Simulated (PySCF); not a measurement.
**One shape, several levels: GeH4O4 (Ge(OH)4)**

Aim: a comparison of 5 runs (HF/3-21G, HF/pcseg-1, HF/def2-SVP, HF/aug-cc-pVDZ, PBE/def2-SVPD) of GeH4O4 (Ge(OH)4). 

The results are computed with PySCF 2.14.0.

## 1. The structure to begin with

GeH4O4: 9 atoms, total charge 0, spin state singlet. SMILES: `[OH][Ge]([OH])([OH])[OH]`. Geometry: a GFN2-xTB relaxation, a rough one for these elements and not checked as a minimum. This is one conformer, not always the lowest.

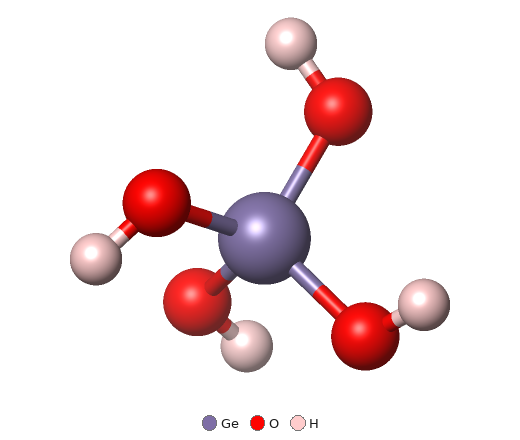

The structure, seen from a chosen angle (germanium purple, oxygen red, hydrogen pink).

## 2. Energy and gradient at HF/3-21G (run 1)

Contents of calc.py:

```python
from pyscf import gto, scf

molecule = gto.Mole()
molecule.atom = '''
Ge   0.000740  -0.001210   0.001330
O   -0.010760   0.061760   1.721720
H   -0.836290   0.325520   2.122330
O    1.648320  -0.015110  -0.498290
H    2.232440   0.568150  -0.017800
O   -0.890770   1.358990  -0.564320
H   -1.188560   1.313620  -1.470610
O   -0.742590  -1.408730  -0.652960
H   -0.212520  -2.202990  -0.641410
'''
molecule.basis = '3-21g'
molecule.max_memory = 1860
molecule.spin = 0
molecule.verbose = 3
molecule.charge = 0
molecule.build()

mf = scf.RHF(molecule)
mf.conv_tol = 1e-10
mf.kernel()
if not mf.converged:
    mf = mf.newton().run(mf.mo_coeff, mf.mo_occ)

etot = mf.e_tot
print('Final energy', etot)
grad = mf.nuc_grad_method().kernel()
mf.analyze()
```

Run with:

```bash
$ OMP_NUM_THREADS=1 python calc.py
```

Output:

```text
converged SCF energy = -2365.62865741926
[... 15 lines left out ...]
MO #6   energy= -20.4492127610506  occ= 2
[... 11 lines left out ...]
MO #18  energy= -1.64801626217043  occ= 2
[... 11 lines left out ...]
MO #30  energy= -0.521849196197788 occ= 2
[... 11 lines left out ...]
MO #42  energy= 0.396031997510065  occ= 0
[... 11 lines left out ...]
MO #54  energy= 1.82641082916071   occ= 0
[... 11 lines left out ...]
MO #66  energy= 3.3827196912336    occ= 0
[... 10 lines left out ...]
Dipole moment(X, Y, Z, Debye): -0.02175,  0.00910, -0.03194
```

Run time: 8.8 s. Hardware: 1 thread of Intel Xeon at 2.50GHz (Skylake/Cascade Lake), shared host; peak memory 0.14 GiB.

## 3. Energy and gradient at HF/pcseg-1 (run 2)

Contents of job.py:

```python
import pyscf.grad
from pyscf import gto

mol = gto.Mole()
mol.atom = '''
Ge     0.001398    -0.002287     0.002513
O     -0.020333     0.116709     3.253579
H     -1.580359     0.615144     4.010622
O      3.114873    -0.028554    -0.941632
H      4.218700     1.073648    -0.033637
O     -1.683311     2.568119    -1.066410
H     -2.246053     2.482382    -2.779050
O     -1.403292    -2.662114    -1.233916
H     -0.401605    -4.163048    -1.212089
'''
mol.unit = 'bohr'
mol.max_memory = 1860
mol.spin = 0
mol.verbose = 4
mol.charge = 0
mol.basis = 'pcseg-1'
mol.build()

mf = mol.RHF()
mf.conv_tol = 1e-10
mf.kernel()
if not mf.converged:
    mf = mf.newton().run(mf.mo_coeff, mf.mo_occ)

etot = mf.e_tot
print('E(%s) = %.9f' % ('HF', etot))
grad = mf.Gradients().kernel()
dip = mf.dip_moment()
pop, q = mf.mulliken_pop()
```

Run with:

```bash
$ OMP_NUM_THREADS=1 python job.py
```

Output:

```text
PySCF version 2.14.0

[... 63 lines left out ...]
converged SCF energy = -2376.88169976574
[... 12 lines left out ...]
Dipole moment(X, Y, Z, Debye): -0.01818,  0.00612, -0.02709
[... 113 lines left out ...]
charge of    8H =      0.26180
```

Wall time 51 s (1 thread of Intel Xeon at 2.50GHz (Skylake/Cascade Lake), shared host); peak memory 0.23 GiB.

Run 3 isn't shown in full; the table further down has it.

## 4. Energy and forces at HF/aug-cc-pVDZ (run 4)

Contents of input.xyz:

```xyz
9
GeH4O4
Ge     0.000740    -0.001210     0.001330
O     -0.010760     0.061760     1.721720
H     -0.836290     0.325520     2.122330
O      1.648320    -0.015110    -0.498290
H      2.232440     0.568150    -0.017800
O     -0.890770     1.358990    -0.564320
H     -1.188560     1.313620    -1.470610
O     -0.742590    -1.408730    -0.652960
H     -0.212520    -2.202990    -0.641410
```

Contents of job.py:

```python
from pyscf import gto

mol = gto.M(
    atom='input.xyz',
    verbose=3,
    max_memory=1860,
    basis='aug-cc-pvdz',
)

mf = mol.RHF()
mf.conv_tol = 1e-10
mf.kernel()
if not mf.converged:
    mf = mf.newton().run(mf.mo_coeff, mf.mo_occ)

e_final = mf.e_tot
print(f'total energy: {e_final:.8f} hartree')
grad = mf.nuc_grad_method().kernel()
mf.analyze()
```

Run with:

```bash
$ OMP_NUM_THREADS=1 python job.py
```

Output:

```text
converged SCF energy = -2377.2882205094
[... 33 lines left out ...]
MO #24  energy= -0.707131675059033 occ= 2
[... 27 lines left out ...]
MO #52  energy= 0.253917001309921  occ= 0
[... 27 lines left out ...]
MO #80  energy= 0.664186719542338  occ= 0
[... 27 lines left out ...]
MO #108 energy= 1.37250132133362   occ= 0
[... 27 lines left out ...]
MO #136 energy= 2.56898003117361   occ= 0
[... 27 lines left out ...]
MO #164 energy= 4.27470236194555   occ= 0
[... 10 lines left out ...]
Dipole moment(X, Y, Z, Debye): -0.01681,  0.00525, -0.02464
```

Run time: 2.5 min. Hardware: 1 thread of Intel Xeon at 2.50GHz (Skylake/Cascade Lake), shared host; peak memory 0.81 GiB.

## 5. Energy and gradient at PBE/def2-SVPD (run 5)

Contents of calc.py:

```python
import pyscf.grad
from pyscf import gto, dft

molecule = gto.Mole()
molecule.atom = '''
Ge     0.000740    -0.001210     0.001330
O     -0.010760     0.061760     1.721720
H     -0.836290     0.325520     2.122330
O      1.648320    -0.015110    -0.498290
H      2.232440     0.568150    -0.017800
O     -0.890770     1.358990    -0.564320
H     -1.188560     1.313620    -1.470610
O     -0.742590    -1.408730    -0.652960
H     -0.212520    -2.202990    -0.641410
'''
molecule.max_memory = 1860
molecule.basis = 'def2-svpd'
molecule.charge = 0
molecule.verbose = 4
molecule.build()

mf = dft.RKS(molecule, xc='pbe')
mf.conv_tol = 1e-10
mf.grids.level = 5
mf.kernel()
if not mf.converged:
    mf = mf.newton().run(mf.mo_coeff, mf.mo_occ)

etot = mf.e_tot
print('E(%s) = %.9f' % ('PBE', etot))
grad = mf.Gradients().kernel()
mf.analyze()
```

Run with:

```bash
$ OMP_NUM_THREADS=1 python calc.py
```

Output:

```text
PySCF version 2.14.0

[... 121 lines left out ...]
MO #17  energy= -1.14302159702903  occ= 2
[... 28 lines left out ...]
MO #46  energy= 0.110054210984363  occ= 0
[... 28 lines left out ...]
MO #75  energy= 0.415225063654612  occ= 0
[... 28 lines left out ...]
MO #104 energy= 0.902732945437366  occ= 0
[... 28 lines left out ...]
MO #133 energy= 2.06342012386436   occ= 0
[... 28 lines left out ...]
MO #162 energy= 3.81048693990827   occ= 0
[... 174 lines left out ...]
Dipole moment(X, Y, Z, Debye): -0.01483,  0.00481, -0.02213
```

Wall time 2.9 min (1 thread of Intel Xeon at 2.50GHz (Skylake/Cascade Lake), shared host); peak memory 2 GiB.

## 6. Overview of the runs

```tsv
run	level	integration grid	energy (Eh)	dipole moment (D)	HOMO energy (eV)	LUMO energy (eV)	wall time
1	HF/3-21G	–	-2365.628657	0.04	-13.25	4.74	8.8 s
2	HF/pcseg-1	–	-2376.881700	0.03	-13.85	3.35	51 s
3	HF/def2-SVP	–	-2376.756026	0.03	-13.63	3.84	37 s
4	HF/aug-cc-pVDZ	–	-2377.288221	0.03	-13.74	0.80	2.5 min
5	PBE/def2-SVPD	5	-2379.320637	0.03	-7.55	-1.41	2.9 min
```

## 7. Summary of results

| quantity | value |
| --- | --- |
| run 5: total energy | -2379.32064 Eh |
| run 5: dipole moment | 0.03 D |
| run 5: HOMO energy | -7.55 eV |
| run 5: LUMO energy | -1.41 eV |
| run 5: HOMO–LUMO gap | 6.14 eV |
| run 5: largest force on an atom | 1.701 eV/Å |

What this shows: The HOMO–LUMO gap runs from 6.14 eV (PBE/def2-SVPD) to 17.99 eV (HF/3-21G). The two ends differ in method and basis. All runs together took 7 min, the longest 2.9 min.
